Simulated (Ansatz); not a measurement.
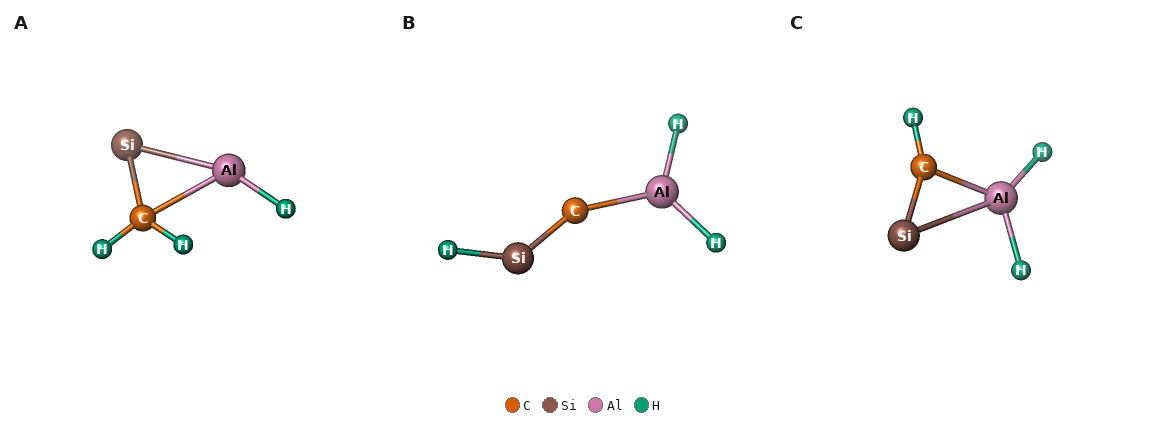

3 stationary structures of one formula. Geometries: PBE0-D4/def2-TZVP. Electronic energies: RHF-CCSD(T) (frozen core)/def2-TZVPP (Ansatz 0.2.0), without zero-point energy. No frequency run is at hand to confirm each as a minimum.

Which is lowest in energy, and by how much?

C is lowest (Cs); A lies 36.4 kJ/mol above it (Cs), B lies 166.0 kJ/mol above it (Cs).
